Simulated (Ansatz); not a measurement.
## Electronic structure of C$_{2}$H$_{4}$ClFSi in real space

```xyz
9

C     0.6221    1.2391   -1.1255
C     1.9035    1.4994   -0.8442
Cl   -0.1043    3.5612    0.9463
F    -1.6773    2.8586   -1.4907
Si   -0.8032    2.1185   -0.3443
H     0.3911    0.4555   -1.8599
H     2.1846    2.2718   -0.1202
H     2.7235    0.9549   -1.3246
H    -1.7352    1.2317    0.3914
```

Geometry: PBE0-D3(BJ)/def2-SVP.

Computed with Ansatz, isolated molecule in a Gaussian basis; Kohn-Sham density functional theory, functional PBE0.

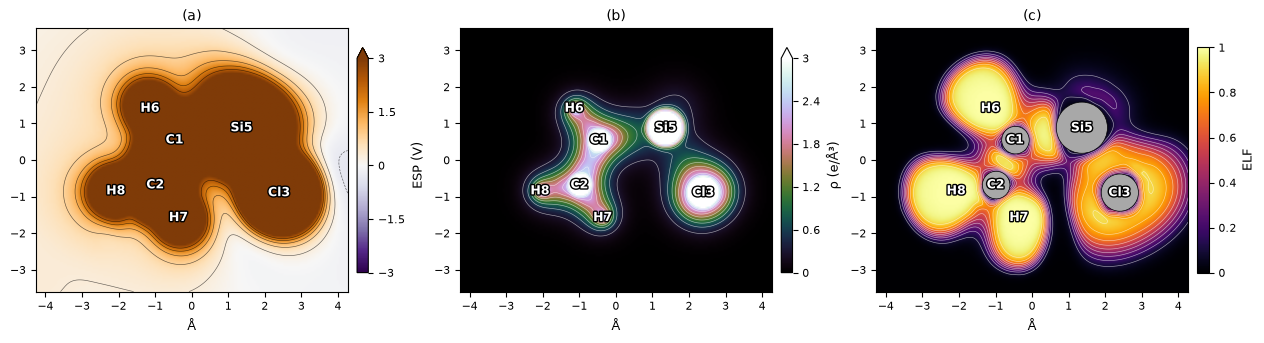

Figure 1. (a) molecular electrostatic potential; (b) electron density; (c) ELF on the plane of atoms C1, C2 and H8. Grey discs cover the atomic cores in the ELF map.

Q: Interpret the plot.

A: Atoms in the plane: C, Cl, Si and H. C–C (1.34 Å): the density is about 2.3 e/Å³ at the midpoint; the ELF peaks at about 0.95 between the atoms; a multiple bond. C–Si (1.85 Å): ρ is about 1 e/Å³ halfway; the ELF peaks at about 0.95 between the atoms: localised, covalent bonding. Si–Cl (2.06 Å): ρ is about 0.91 e/Å³ halfway; the ELF peaks at about 0.85 between the atoms: a shared but strongly polarised pair. C–H (1.10 Å): ρ is about 2 e/Å³ halfway; the ELF climbs to about 1 towards the hydrogen, as it does in any bond to H: a covalent bond by its length. The ELF also peaks beside Cl3, away from the bonds: lone-pair regions. Outside the dense part of the molecule the potential is most negative (−0.4 V) near Cl3.

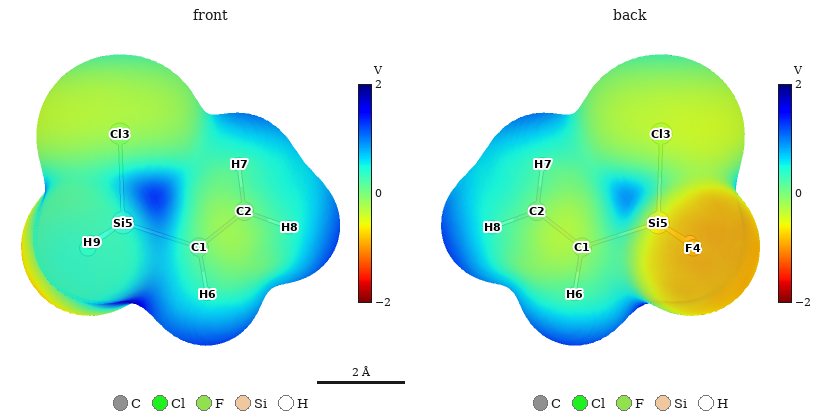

Figure 2. The electrostatic potential painted on the density surface at 0.002 e/bohr³, seen from the front and from behind; the colour scale runs from red (negative) to blue (positive).

Q: Where is the surface potential most negative and most positive?

A: The most negative region (about −0.9 V) lies over F4, the most positive (about +1.8 V) over Si5.

Q: How polar is the molecule by this calculation?

A: Its dipole moment is 2.29 D.

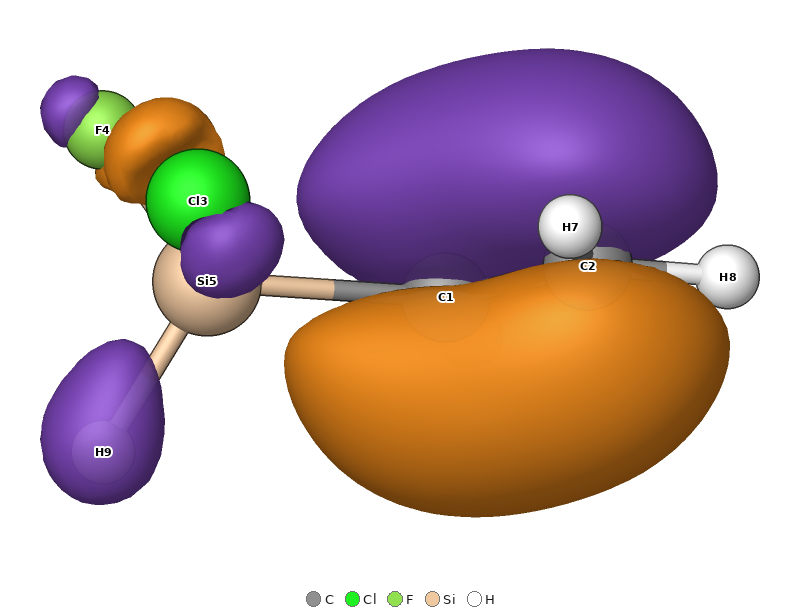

Figure 3. The HOMO at ±0.1 Å⁻³ᐟ² (orange and purple are the two phases), seen from one side.

Q: Where does this orbital lie, and at what energy?

A: Its weight (Hirshfeld) is mainly on C1 (about 40 %) and C2 (about 40 %); π-bonding across C1–C2. Its energy is −8.61 eV.
